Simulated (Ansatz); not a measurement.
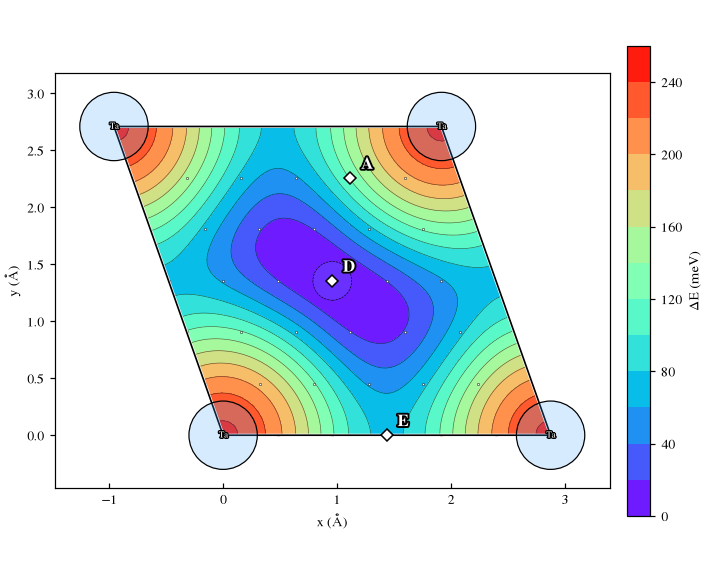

Li on a Ta(110) slab cut from the Im-3m phase, its upper half relaxed before the scan (12 atoms of substrate and one adsorbate in a 2 × 2 cell). Li is moved over the surface cell; relaxed at each place: the height of the adsorbate's atoms; substrate rigid; the origin of the map has the adsorbate above Ta9. Places are given modulo a cell vector. The map is drawn in real space over the plane of the surface. Grid: 6 × 6 points; 13 points were computed and 23 follow by symmetry. Places are given in fractions of the 1 × 1 surface cell. All energies are given in meV relative to the lowest grid point. Method: DFT PBE, scalar-relativistic, plane waves, PAW (Ansatz). Settings: cutoff 420 eV, k-mesh 5×5×1, gaussian smearing 0.1 eV, no spin polarisation.

Drawn: filled contours, dots at the grid points, labelled circles for the atoms of the top layer and small ones for the second layer, the outline of one cell of the plane, lettered points. Between grid points the surface is interpolated.

> What kind of point is each of A, D, E: minimum, saddle, maximum or slope?

A: on a slope; D: minimum; E: saddle point. (In these two coordinates alone; a stationary point may lie a little off the grid point.)

> Rank the lettered points by energy, lowest first.

D (0 meV), E (75 meV), A (122 meV).

PAW datasets: the set soft_1.
